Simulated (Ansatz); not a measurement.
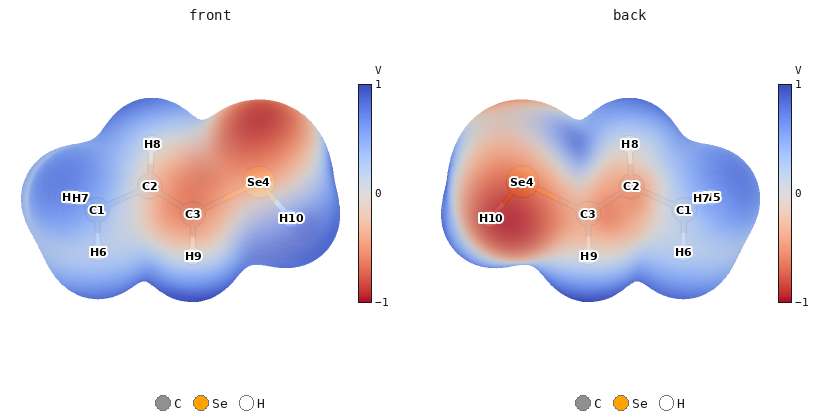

*C3H6Se. The molecular electrostatic potential painted on the density surface at 0.002 e/bohr³, seen from the front and from behind; red is negative and blue positive.*

All numbers below come from RKS BLYP/def2-mTZVP in Ansatz 0.2.0.

```yaml
atoms:
  - { symbol: C, position_ang: [-0.4232, 1.3394, 0.2814] }
  - { symbol: C, position_ang: [-0.3130, 0.0785, -0.5376] }
  - { symbol: C, position_ang: [-0.2836, -1.1577, -0.0242] }
  - { symbol: Se, position_ang: [-0.3221, -2.7605, -1.1261] }
  - { symbol: H, position_ang: [-1.3393, 1.8961, 0.0292] }
  - { symbol: H, position_ang: [-0.4425, 1.1280, 1.3584] }
  - { symbol: H, position_ang: [0.4215, 2.0156, 0.0788] }
  - { symbol: H, position_ang: [-0.2574, 0.2113, -1.6223] }
  - { symbol: H, position_ang: [-0.3318, -1.3358, 1.0508] }
  - { symbol: H, position_ang: [0.6478, -3.5240, -0.2821] }
```

> Which sites attract a positive test charge, and which a negative one?

A positive charge is drawn to the negative regions and a negative charge to the positive ones. The most negative region (about −0.9 V) lies over Se4, the most positive (about +1.0 V) over H9.
